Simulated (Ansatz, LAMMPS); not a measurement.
# Relaxing ionic liquid EMIM+ methanesulfonate with Li salt, from a frame at 450 K (144 atoms), part 2 of 3

Aim: bring ionic liquid EMIM+ methanesulfonate with Li salt, from a frame at 450 K (144 atoms) to a nearby minimum of the energy and see what moves.

Ansatz 0.2.0; Kohn-Sham DFT, LDA, PAW (set soft_2), plane waves.

The cell: 36 C, 10 N, 73 H, 6 S, 18 O and 1 Li. The network of contacts between molecules at the start is that of the classical potential that made the cell. The functional has no dispersion term. The density was typed from a rule of thumb and may lie off the real one at this temperature. Only the Γ point is sampled, in a cell whose shortest periodic width is 11 Å.

So far. Step 3 (Single point at the start): Neighbours are counted within 1.34 Å (H-C), 1.85 Å (C-C), 1.79 Å (C-N), 2.21 Å (C-S), 1.88 Å (O-S), 2.38 Å (O-Li).

## Step 4: Relaxation

The atoms are relaxed in the fixed cell, aiming at the force tolerance of the input.

input.yaml

```yaml
crystal:
  lattice:
    - [11.44905, 0.0, 0.0]
    - [0.0, 11.44905, 0.0]
    - [0.0, 0.0, 11.44905]
  atoms:
    [... the 144 atom lines of step 3 ...]
kpoints:
  mp_grid: { grid: [1, 1, 1] }
hamiltonian:
  xc: lda
scf:
  occupations: { method: fixed }
output:
  forces: true
relax:
  f_tol: 0.05
  max_steps: 200
```

On the command line:

```console
> ansatz run input.yaml --threads 4 --pin off --max-ram 8192MiB --backend cpu --events-out ev --progress --plain --runs-dir out
```

Numbers of over 12 decimals in the logs are rounded to 6 here.

The log of the run:

```text
[...]
Crystal: 144 atoms, lattice volume = 1500.750 Å³
Basis set: ecut = 420 eV, 29423 PW (Γ)
Bands: 351, of which v1, the nominal top of the filled ones, is band 207 counted from 1 (206 counted from 0)
Symmetry: 1 space group operations
[...]
k-points: 1
[...]
SCF iter   1: F=—  HF=-29034.286930 eV  |F-HF|=—  |Δ(HF+E_count)|=         —  Δρ=1.09e-2  dr2=1.37e0  ethr=1.77e-3  ⟨swp⟩=4.0  Hψ=1179  notcnv=0  defer=141
[...]
SCF iter   3: F=—  HF=-29033.805720 eV  |F-HF|=—  |Δ(HF+E_count)|=   7.52e-2  Δρ=2.01e-3  dr2=6.23e-2  ethr=5.83e-5  ⟨swp⟩=2.0  Hψ=412  notcnv=0  defer=59
automatic band count: iteration 3 solves 268 bands in place of 351: the levels show a gap, and the empty bands left out lie too high to hold charge; the band table lists the bands solved (type scf.n_extra_bands for more)
SCF iter   4: F=—  HF=-29033.786740 eV  |F-HF|=—  |Δ(HF+E_count)|=   1.90e-2  Δρ=4.40e-4  dr2=4.37e-3  ethr=1.51e-5  ⟨swp⟩=3.0  Hψ=422  notcnv=0  defer=59
[...]
SCF iter   7: F=-29033.786133 eV  HF=-29033.786139 eV  |F-HF|=5.51e-6  |Δ(HF+E_count)|=   1.98e-5  Δρ=3.81e-5  dr2=2.34e-5  ethr=1.51e-8  ⟨swp⟩=3.0  Hψ=941  notcnv=0
SCF 1 converged in 7 iterations: F = -29033.786133 eV  dr2 = 2.34e-5
[...]
relax step   1: F+E_penalty+E_count = -29033.78613321 eV  Δ(F+E_penalty+E_count) = +0.000e0 eV  max|allowed force component| = 3.767e0 eV/Å  Δτ_max = 0.0000 Å  (7 SCF iters, dr2 threshold 6.25e-5 eV, accepted)
[... from here on, the SCF cycles and remarks between the steps are left out ...]
relax step   2: F+E_penalty+E_count = -29039.67827910 eV  Δ(F+E_penalty+E_count) = -5.892e0 eV  max|allowed force component| = 2.256e0 eV/Å  Δτ_max = 0.1944 Å  (7 SCF iters, dr2 threshold 1.00e-4 eV, accepted)
relax step   3: F+E_penalty+E_count = -29041.14790349 eV  Δ(F+E_penalty+E_count) = -1.470e0 eV  max|allowed force component| = 8.560e-1 eV/Å  Δτ_max = 0.1935 Å  (7 SCF iters, dr2 threshold 1.00e-4 eV, accepted)
relax step   4: F+E_penalty+E_count = -29041.58359588 eV  Δ(F+E_penalty+E_count) = -4.357e-1 eV  max|allowed force component| = 4.570e-1 eV/Å  Δτ_max = 0.1944 Å  (6 SCF iters, dr2 threshold 1.00e-4 eV, accepted)
relax step   5: F+E_penalty+E_count = -29041.91691241 eV  Δ(F+E_penalty+E_count) = -3.333e-1 eV  max|allowed force component| = 3.243e-1 eV/Å  Δτ_max = 0.1941 Å  (7 SCF iters, dr2 threshold 3.01e-5 eV, accepted)
relax step   6: F+E_penalty+E_count = -29042.15415802 eV  Δ(F+E_penalty+E_count) = -2.372e-1 eV  max|allowed force component| = 3.653e-1 eV/Å  Δτ_max = 0.1951 Å  (7 SCF iters, dr2 threshold 3.00e-5 eV, accepted)
relax step   7: F+E_penalty+E_count = -29042.36986173 eV  Δ(F+E_penalty+E_count) = -2.157e-1 eV  max|allowed force component| = 4.882e-1 eV/Å  Δτ_max = 0.1915 Å  (6 SCF iters, dr2 threshold 6.72e-5 eV, accepted)
relax step   8: F+E_penalty+E_count = -29042.55155650 eV  Δ(F+E_penalty+E_count) = -1.817e-1 eV  max|allowed force component| = 5.193e-1 eV/Å  Δτ_max = 0.1946 Å  (6 SCF iters, dr2 threshold 1.00e-4 eV, accepted)
relax step   9: F+E_penalty+E_count = -29042.69862086 eV  Δ(F+E_penalty+E_count) = -1.471e-1 eV  max|allowed force component| = 5.503e-1 eV/Å  Δτ_max = 0.1941 Å  (6 SCF iters, dr2 threshold 1.00e-4 eV, accepted)
relax step  10: F+E_penalty+E_count = -29042.82303639 eV  Δ(F+E_penalty+E_count) = -1.244e-1 eV  max|allowed force component| = 5.257e-1 eV/Å  Δτ_max = 0.1918 Å  (6 SCF iters, dr2 threshold 1.00e-4 eV, accepted)
relax step  11: F+E_penalty+E_count = -29042.95261296 eV  Δ(F+E_penalty+E_count) = -1.296e-1 eV  max|allowed force component| = 3.445e-1 eV/Å  Δτ_max = 0.2000 Å  (6 SCF iters, dr2 threshold 1.00e-4 eV, accepted)
relax step  12: F+E_penalty+E_count = -29043.05969033 eV  Δ(F+E_penalty+E_count) = -1.071e-1 eV  max|allowed force component| = 2.700e-1 eV/Å  Δτ_max = 0.1956 Å  (7 SCF iters, dr2 threshold 5.10e-5 eV, accepted)
relax step  13: F+E_penalty+E_count = -29043.11936639 eV  Δ(F+E_penalty+E_count) = -5.968e-2 eV  max|allowed force component| = 4.522e-1 eV/Å  Δτ_max = 0.1948 Å  (7 SCF iters, dr2 threshold 3.13e-5 eV, accepted)
relax step  14: F+E_penalty+E_count = -29043.17331159 eV  Δ(F+E_penalty+E_count) = -5.395e-2 eV  max|allowed force component| = 4.650e-1 eV/Å  Δτ_max = 0.1641 Å  (6 SCF iters, dr2 threshold 1.00e-4 eV, accepted)
relax step  15: F+E_penalty+E_count = -29043.23586300 eV  Δ(F+E_penalty+E_count) = -6.255e-2 eV  max|allowed force component| = 3.042e-1 eV/Å  Δτ_max = 0.1764 Å  (6 SCF iters, dr2 threshold 1.00e-4 eV, accepted)
relax step  16: F+E_penalty+E_count = -29043.28792903 eV  Δ(F+E_penalty+E_count) = -5.207e-2 eV  max|allowed force component| = 3.010e-1 eV/Å  Δτ_max = 0.1950 Å  (7 SCF iters, dr2 threshold 3.96e-5 eV, accepted)
relax step  17: F+E_penalty+E_count = -29043.31796225 eV  Δ(F+E_penalty+E_count) = -3.003e-2 eV  max|allowed force component| = 4.171e-1 eV/Å  Δτ_max = 0.1610 Å  (7 SCF iters, dr2 threshold 3.88e-5 eV, accepted)
relax step  18: F+E_penalty+E_count = -29043.35581284 eV  Δ(F+E_penalty+E_count) = -3.785e-2 eV  max|allowed force component| = 3.913e-1 eV/Å  Δτ_max = 0.0799 Å  (5 SCF iters, dr2 threshold 1.00e-4 eV, accepted)
relax step  19: F+E_penalty+E_count = -29043.39902281 eV  Δ(F+E_penalty+E_count) = -4.321e-2 eV  max|allowed force component| = 2.682e-1 eV/Å  Δτ_max = 0.1228 Å  (6 SCF iters, dr2 threshold 1.00e-4 eV, accepted)
relax step  20: F+E_penalty+E_count = -29043.42019725 eV  Δ(F+E_penalty+E_count) = -2.117e-2 eV  max|allowed force component| = 2.221e-1 eV/Å  Δτ_max = 0.1612 Å  (7 SCF iters, dr2 threshold 3.38e-5 eV, accepted)
relax step  21: F+E_penalty+E_count = -29043.43493120 eV  Δ(F+E_penalty+E_count) = -1.473e-2 eV  max|allowed force component| = 2.431e-1 eV/Å  Δτ_max = 0.1115 Å  (6 SCF iters, dr2 threshold 2.32e-5 eV, accepted)
relax step  22: F+E_penalty+E_count = -29043.44724654 eV  Δ(F+E_penalty+E_count) = -1.232e-2 eV  max|allowed force component| = 2.613e-1 eV/Å  Δτ_max = 0.1145 Å  (6 SCF iters, dr2 threshold 4.05e-5 eV, accepted)
relax step  23: F+E_penalty+E_count = -29043.45983787 eV  Δ(F+E_penalty+E_count) = -1.259e-2 eV  max|allowed force component| = 3.464e-1 eV/Å  Δτ_max = 0.1957 Å  (6 SCF iters, dr2 threshold 6.83e-5 eV, accepted)
relax step  24: F+E_penalty+E_count = -29043.46815452 eV  Δ(F+E_penalty+E_count) = -8.317e-3 eV  max|allowed force component| = 4.277e-1 eV/Å  Δτ_max = 0.1458 Å  (6 SCF iters, dr2 threshold 1.00e-4 eV, accepted)
[...]
relax step  31: F+E_penalty+E_count = -29043.55012897 eV  Δ(F+E_penalty+E_count) = -6.486e-3 eV  max|allowed force component| = 1.383e-1 eV/Å  Δτ_max = 0.1153 Å  (9 SCF iters, accepted)
[...]
relax step  46: F+E_penalty+E_count = -29043.63333475 eV  Δ(F+E_penalty+E_count) = -2.107e-3 eV  max|allowed force component| = 1.434e-1 eV/Å  Δτ_max = 0.0537 Å  (6 SCF iters, dr2 threshold 2.02e-5 eV, accepted)
relax step  47: F+E_penalty+E_count = -29043.63617443 eV  Δ(F+E_penalty+E_count) = -2.840e-3 eV  max|allowed force component| = 1.103e-1 eV/Å  Δτ_max = 0.0474 Å  (6 SCF iters, dr2 threshold 1.86e-5 eV, accepted)
relax step  48: F+E_penalty+E_count = -29043.63943503 eV  Δ(F+E_penalty+E_count) = -3.261e-3 eV  max|allowed force component| = 7.391e-2 eV/Å  Δτ_max = 0.1067 Å  (7 SCF iters, dr2 threshold 7.21e-6 eV, accepted)
relax step  49: F+E_penalty+E_count = -29043.64115514 eV  Δ(F+E_penalty+E_count) = -1.720e-3 eV  max|allowed force component| = 7.525e-2 eV/Å  Δτ_max = 0.0503 Å  (9 SCF iters, accepted)
relax step  50: F+E_penalty+E_count = -29043.64316055 eV  Δ(F+E_penalty+E_count) = -2.005e-3 eV  max|allowed force component| = 8.598e-2 eV/Å  Δτ_max = 0.0697 Å  (7 SCF iters, dr2 threshold 2.54e-6 eV, accepted)
relax step  51: F+E_penalty+E_count = -29043.64460872 eV  Δ(F+E_penalty+E_count) = -1.448e-3 eV  max|allowed force component| = 1.027e-1 eV/Å  Δτ_max = 0.0755 Å  (6 SCF iters, dr2 threshold 7.39e-6 eV, accepted)
relax step  52: F+E_penalty+E_count = -29043.64562746 eV  Δ(F+E_penalty+E_count) = -1.019e-3 eV  max|allowed force component| = 1.009e-1 eV/Å  Δτ_max = 0.0584 Å  (6 SCF iters, dr2 threshold 1.06e-5 eV, accepted)
relax step  53: F+E_penalty+E_count = -29043.64674492 eV  Δ(F+E_penalty+E_count) = -1.117e-3 eV  max|allowed force component| = 7.265e-2 eV/Å  Δτ_max = 0.0428 Å  (6 SCF iters, dr2 threshold 9.82e-6 eV, accepted)
relax step  54: F+E_penalty+E_count = -29043.64778033 eV  Δ(F+E_penalty+E_count) = -1.035e-3 eV  max|allowed force component| = 4.836e-2 eV/Å  Δτ_max = 0.0457 Å  (7 SCF iters, dr2 threshold 2.74e-6 eV, accepted)
relax step  55: F+E_penalty+E_count = -29043.64778043 eV  Δ(F+E_penalty+E_count) = -1.033e-7 eV  max|allowed force component| = 4.843e-2 eV/Å  Δτ_max = 0.0000 Å  (3 SCF iters, accepted)
SCF converged after 3 iterations
Free energy (F): -29043.647780 eV
[...]
Internal energy: -29043.647780 eV  (E = F + TS)
E sigma→0 (E₀):  -29043.647780 eV
Fermi energy:    -0.221561 eV
[...]
--- Forces (eV/Å), atoms counted from 1 ---
  atom   1  C     -0.00119732     0.00271601     0.00229497
  atom   2  C      0.00072593     0.00254400     0.00185549
  atom   3  N      0.01001205     0.00229896     0.00335391
  atom   4  C     -0.00168418     0.01040115    -0.01254709
  atom   5  C      0.00264170    -0.01539634     0.00422076
  atom   6  N     -0.00860825    -0.01018866    -0.00282778
  atom   7  C     -0.00157195     0.00171002    -0.00102893
  atom   8  C     -0.01015344     0.01231300     0.00959204
  atom   9  H     -0.00132250    -0.00349727    -0.00148549
  atom  10  H      0.00058964     0.00050997     0.00013899
  atom  11  H     -0.00013381     0.00010094     0.00013454
  atom  12  H      0.00128953    -0.00362429     0.00025159
  atom  13  H     -0.00076675    -0.00144362    -0.00083481
  atom  14  H      0.00311281     0.00120468    -0.00228350
[...]
atom 143  H     -0.00555496    -0.00489043     0.00362885
  atom 144  Li    -0.00306266     0.00168297    -0.00009216
  max |Σ_I F_I| component: 7.61e-5 eV/Å
--- Relaxed structure (55 steps of the walk, 55 accepted, 0 SCFs on fresh bases) ---
  F+E_penalty+E_count = -29043.64778043 eV   max|allowed force component| = 4.843e-2 eV/Å
  atoms:
    - { symbol: C, position: [0.886197, 0.166031, 0.449612] }
    - { symbol: C, position: [0.755979, 0.177681, 0.439410] }
    - { symbol: N, position: [0.698862, 0.066770, 0.415130] }
    - { symbol: C, position: [0.735026, 0.980262, 0.340929] }
[...]
- { symbol: Li, position: [0.149427, 0.956791, 0.925219] }
```

Run time: 4.1 min. Hardware: 4 threads of Intel Xeon Platinum 8488C (Sapphire Rapids), shared host; peak memory 1.6 GiB.

Step by step (22 of 55):

```csv
step,energy less that of the first step (eV),largest force component (eV/Å)
1,0.0000,3.7669
4,-7.7975,0.4570
6,-8.3680,0.3653
9,-8.9125,0.5503
11,-9.1665,0.3445
14,-9.3872,0.4650
16,-9.5018,0.3010
19,-9.6129,0.2682
22,-9.6611,0.2613
24,-9.6820,0.4277
27,-9.7200,0.5064
29,-9.7429,0.3351
32,-9.7707,0.1244
34,-9.7898,0.1318
37,-9.8124,0.1555
40,-9.8288,0.1181
42,-9.8361,0.1627
45,-9.8451,0.1506
47,-9.8500,0.1103
50,-9.8570,0.0860
52,-9.8595,0.1009
55,-9.8616,0.0484
```

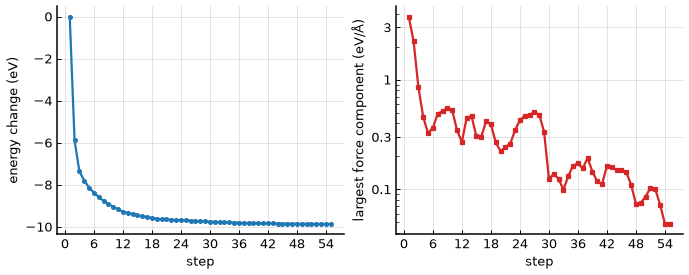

Energy and largest force along the relaxation.

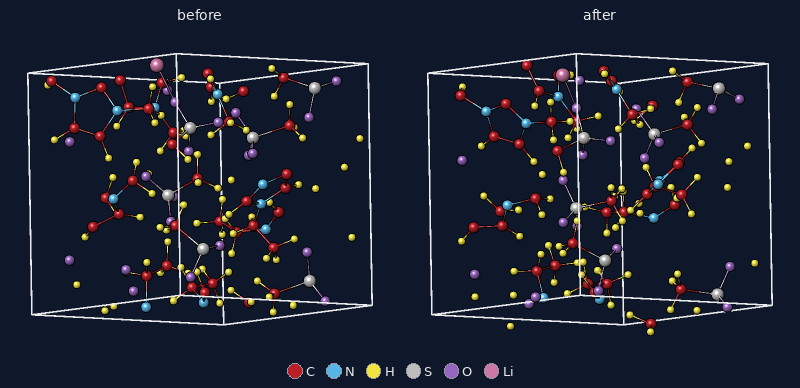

The structure before and after the relaxation, drawn at the same scale. Bonds to atoms that aren't drawn are left out.

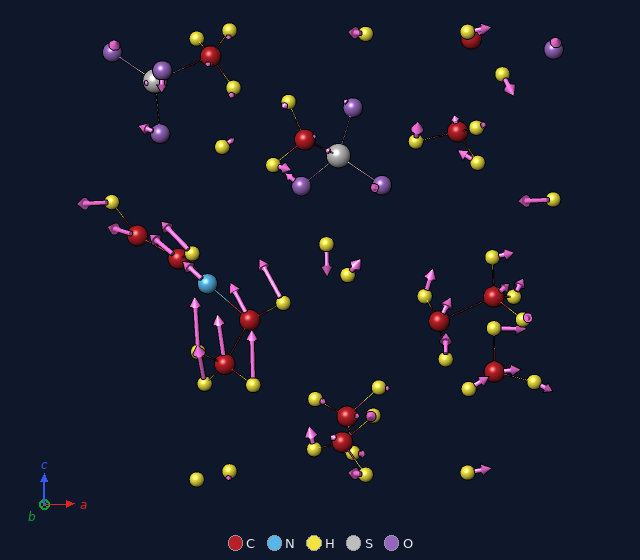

Displacements in the relaxation, scaled; the longest in the cell stands for 2.92 Å. Drawn is a slice 4 Å thick, seen along the normal of the ac plane. Bonds to atoms that aren't drawn are left out.

The atoms that moved most (Å):

```csv
atom,dx,dy,dz,length
H87,-0.185,-0.101,2.914,2.922
H86,-0.080,-0.033,2.915,2.916
H89,-1.168,1.196,2.207,2.769
H90,-1.507,1.524,1.546,2.642
C77,-0.382,-0.256,2.496,2.538
H85,-0.454,-1.184,2.118,2.468
H91,-1.673,1.667,-0.233,2.373
H141,0.423,-1.738,-1.520,2.347
```

The relaxation changed the energy by -68.5 meV/atom, and atoms moved by 1.2 Å r.m.s., 2.9 Å at most.

## Step 5: Distances and neighbours after relaxation

Density 1.25 g/cm³, 10.42 Å³ an atom.

g(r), total and by pair (bins of 0.2 Å):

```csv
r (Å),total,H-H,H-C,H-O,H-N,H-S,H-Li
1.00,0.74,0.00,2.95,0.00,0.00,0.00,0.00
1.20,2.64,0.00,10.40,0.00,0.00,0.00,0.00
1.40,1.59,0.00,0.00,0.00,0.00,0.00,0.00
1.60,0.07,0.00,0.00,0.00,0.00,0.00,0.00
1.80,1.10,3.67,0.00,0.27,0.00,0.00,0.00
2.00,0.44,0.11,0.00,0.68,3.99,0.00,0.00
2.20,1.31,0.27,1.67,1.77,4.23,0.00,0.00
2.40,1.03,1.21,0.04,1.29,0.00,4.42,0.00
2.60,0.66,0.98,0.53,0.54,0.13,0.00,0.00
2.80,1.07,1.00,1.36,2.35,1.50,0.86,1.06
3.00,0.80,1.25,0.83,0.61,0.18,1.67,1.88
3.20,1.02,0.59,1.36,0.83,1.40,1.73,3.23
3.40,0.76,0.68,1.02,0.79,0.78,1.18,0.72
3.60,1.00,0.90,0.83,1.52,0.43,0.85,0.00
3.80,0.99,1.20,0.69,1.25,0.74,1.14,1.10
4.00,0.99,0.97,1.06,1.24,0.97,0.59,2.07
4.20,1.11,1.14,1.10,1.18,1.27,1.24,0.00
4.40,0.86,0.71,0.92,0.78,0.88,1.06,0.86
4.60,1.05,1.02,1.19,0.92,0.93,0.84,2.29
4.80,1.00,1.09,1.02,0.90,1.28,0.94,0.37
5.00,0.99,1.12,0.98,0.80,0.69,1.26,0.67
5.20,1.00,1.02,0.91,0.67,0.94,0.91,0.61
5.40,1.06,1.18,0.98,0.84,0.90,0.74,0.86
5.60,1.08,0.97,1.23,0.88,1.15,0.95,1.82
```

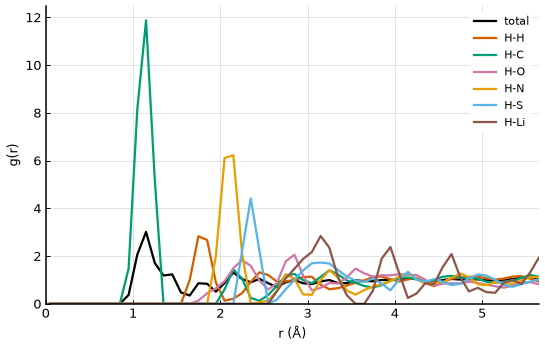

Pair distribution functions, lightly smoothed.

(Continued in part 3 of 3.)

[Logs are printed without paths, hosts, clocks, repeated set-up lines and the standing remarks that a program may print on its own settings, such as how far it seeks lower states.]

[Hosts, paths, dates, database ids (printed as entryN), source tags and the programs' standing remarks are cut or masked in the printed files.]
